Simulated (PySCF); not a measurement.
# F$_{2}$O$_{2}$S, SMILES `O=S(=O)(F)F`: electronic structure

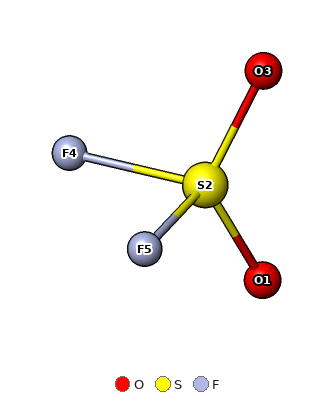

The molecule, with its atoms numbered as below. No frequency check shows the geometry to be a minimum.

Coordinates in Å:

```
O1       0.8356   -1.2406   -0.0468
S2       0.1881    0.0000    0.0000
O3       0.8357    1.2405    0.0468
F4      -0.9100    0.0445   -1.1604
F5      -0.9100   -0.0444    1.1605
```

Part 1: Bonding charge

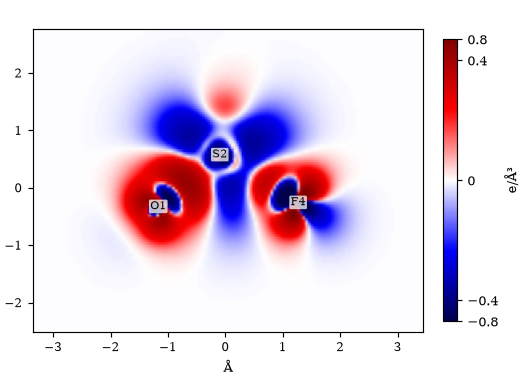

Deformation density (molecule less spherical, spin-averaged free atoms) in the plane of O1, S2 and F4; colour scale in e/Å³, logarithmic beyond ±0.1; red: gain, blue: loss.

Method: BP86/def2-TZVP; geometry: GFN2-xTB; program: PySCF.

**Describe the bonding that the map shows.**

O1–S2: +0.32 e/Å³ at the bond critical point (bond length 1.40 Å, Mayer order 2.1). S2–F4: −0.01 e/Å³ at the bond critical point (bond length 1.60 Å, Mayer order 1.1); up to 0.6 Å beside the axis the gain reaches +0.23 e/Å³. In all, 1.2 electrons gather in the regions of gain relative to the promolecule. A small or negative value marks a very polar bond, one between electron-rich atoms, whose free-atom densities already overlap strongly, a long bond to a heavier atom, or a closed-shell contact such as a hydrogen bond.

**Where do the Hirshfeld charges lie?**

The highest Hirshfeld charge is on S2 (+0.56 e), the lowest on O1 and O3 (−0.21 e).

```
atom  charge (e)
  O1       −0.21
  S2       +0.56
  O3       −0.21
  F4       −0.07
  F5       −0.07
```

Part 2: Bond critical points

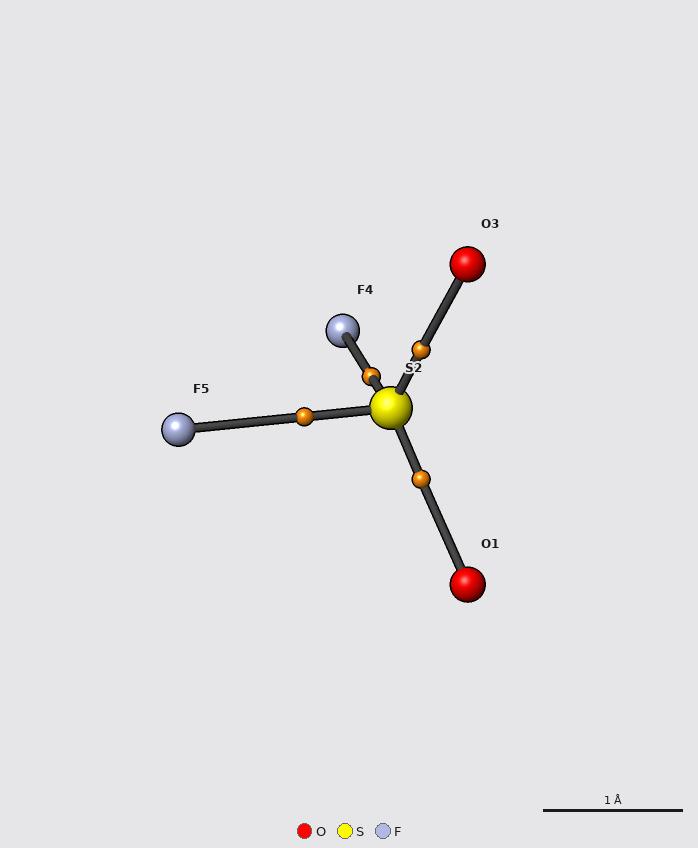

Molecular graph of the electron density (QTAIM): bond paths, bond critical points (orange), ring points (yellow, if any); weak paths are dashed.

**How many critical points of each kind are there, and does the count close?**

5 nuclei, 4 bond, 0 ring and 0 cage critical points: 5 − 4 + 0 − 0 = 1, as the Poincaré–Hopf relation requires.

**What does the calculation give at each kind of bond critical point?**

```json
{"bond": "S2–O3 (2 alike)", "length (Å)": "1.400", "ρ (a.u.)": "0.332", "∇²ρ (a.u.)": "+1.24", "ε": "0.06", "H (a.u.)": "−0.401"}
{"bond": "S2–F4 (2 alike)", "length (Å)": "1.598", "ρ (a.u.)": "0.211", "∇²ρ (a.u.)": "−0.05", "ε": "0.01", "H (a.u.)": "−0.241"}
```

**What kind of interaction is S2–O3?**

Polar or intermediate (positive Laplacian, negative energy density H): ρ = 0.332, ∇²ρ = +1.24, H = −0.401 a.u.

Part 3: Local ionisation energy

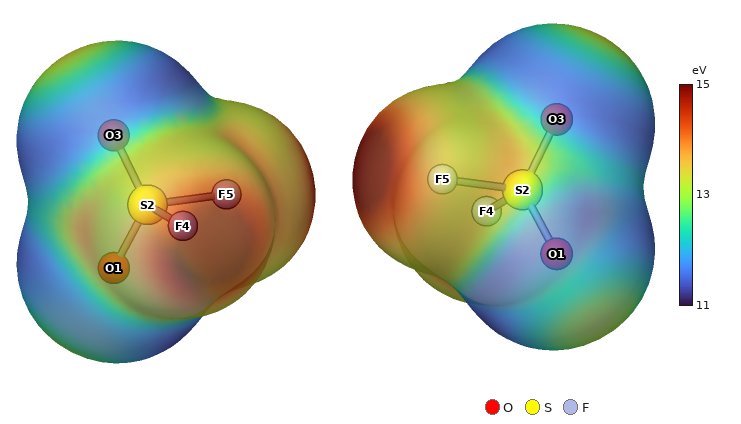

Average local ionisation energy on the surface of electron density 0.001 a.u. (back view left, front view right).

**Locate the minima of the map.**

The lowest value is 11.3 eV, 1.8 Å from O3, and at like points elsewhere. Further minima include 11.5 eV, 1.8 Å from O1, and at like points elsewhere. For comparison, the highest occupied orbital lies at −9.2 eV.

**What volume does the surface enclose, and what is the dipole moment?**

About 74 Å³; the dipole moment is 0.6 D.

Part 4: Excited states

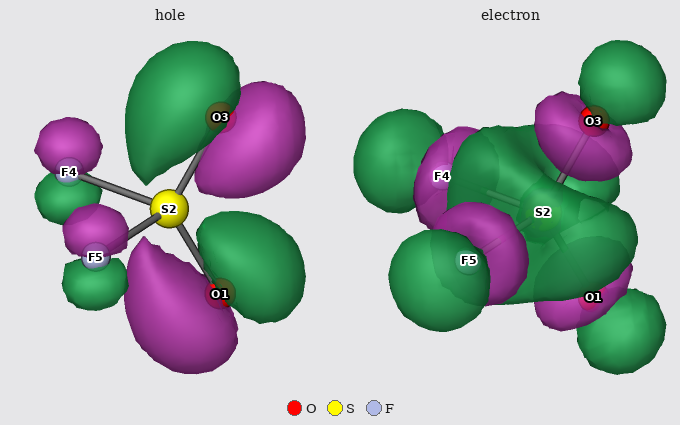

Leading natural transition orbital pair of S₁ (full linear response singlet states); the surfaces enclose about 85 % of each orbital's density.

Method: CAM-B3LYP/def2-TZVP; geometry: GFN2-xTB; program: PySCF. Without diffuse functions Rydberg states are missing, so the states' numbers hold for this basis only.

**Give its energy and the atoms that hole and electron lie on.**

8.26 eV (150 nm), f = 0.001 (very weak); the leading pair carries 99 %; hole on O1 and O3 (39 % each), S2 (12 %) and F4 and F5 (5 % each), electron on S2 (36 %), F4 and F5 (18 % each) and O1 and O3 (14 % each); their centroids lie 0.7 Å apart. In canonical orbitals it is mainly HOMO → LUMO (99 %). The HOMO–LUMO gap is 12.88 eV.

Part 5: In an electric field

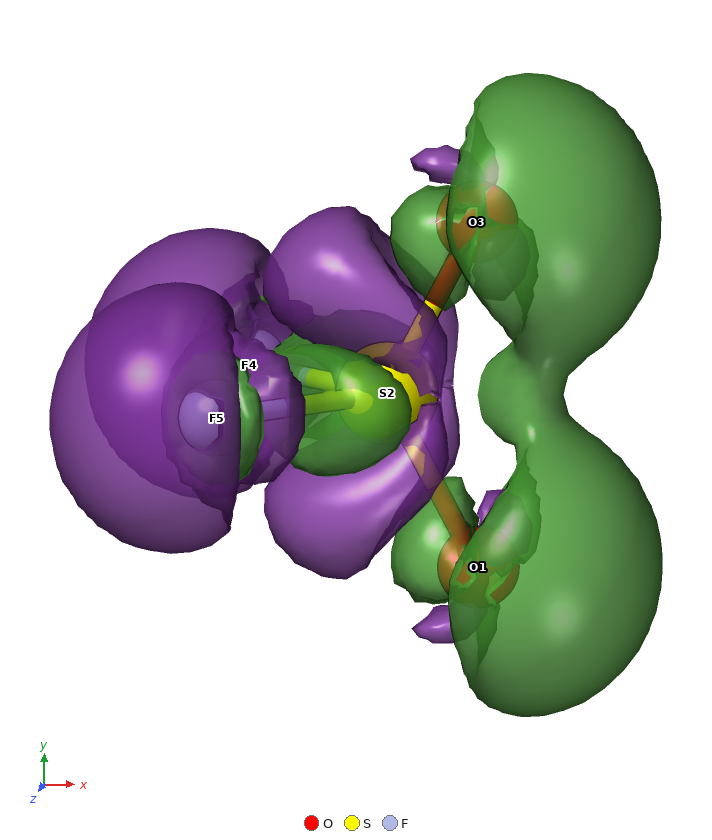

Change of the electron density in a uniform field of 0.10 V/Å, surfaces at ±0.0004 e/Å³ (purple: gain, green: loss).

Level of theory: BLYP/6-311G** (PySCF), at a geometry from GFN2-xTB. A basis without diffuse functions makes polarisabilities too small.

The field was applied in both directions; the picture shows the one opposite to the script's first.

**Along which Cartesian direction does the field point?**

Along +x: electrons gather on the −x side, against the field.

**What dipole is induced, and what polarisability does it imply?**

The induced dipole is 0.11 D (along the field); α along this axis, from the fields in both directions, is 22 bohr³ (3.3 Å³).

The PySCF runs shown took 27 s, 23 min and 28 s on 1 thread of Arm Neoverse N1, with other jobs on the host.
